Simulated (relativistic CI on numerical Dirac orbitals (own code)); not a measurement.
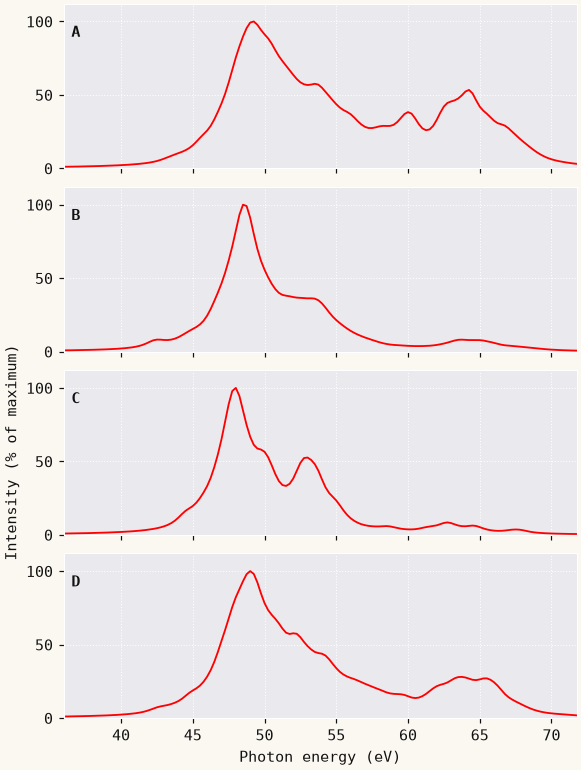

O₂,₃ X-ray absorption of Os³⁺ (osmium, Z = 76), [Xe] 4f¹⁴ 5d⁵, in 4 environments. Multiplet model: relativistic Dirac–Coulomb–Breit theory, one configuration a step, Slater integrals scaled by 1, 300 K, Voigt broadening (Lorentzian 1.5 eV, Gaussian 0.3 eV full widths), computed with a radial Dirac CI code.

(1) a field of Td symmetry with 10Dq = −30,550 cm⁻¹
(2) no crystal field (free ion)
(3) a field of Td symmetry with 10Dq = −18,800 cm⁻¹
(4) a field of Td symmetry with 10Dq = −22,700 cm⁻¹

Question: Which panel belongs to which field?

Answer: A is (1), ground-state S = 0.63, maxima at 49.2 eV (100), 53.5 eV (58), 60.0 eV (38) and 64.2 eV (53); B is (3), ground-state S = 2.11, maxima at 48.6 eV (100) and 63.7 eV (8); C is (2), ground-state S = 2.44, maxima at 47.9 eV (100), 52.9 eV (53) and 62.7 eV (8); D is (4), ground-state S = 1.08, maxima at 49.0 eV (100), 63.7 eV (28) and 65.4 eV (27) (heights in % of each maximum).

Limits of the model: free-ion energies, so absolute edge positions are off by a few eV from solids; core and valence shell share one n, so the strongest features autoionise and are far broader and can lie several eV off in experiment.
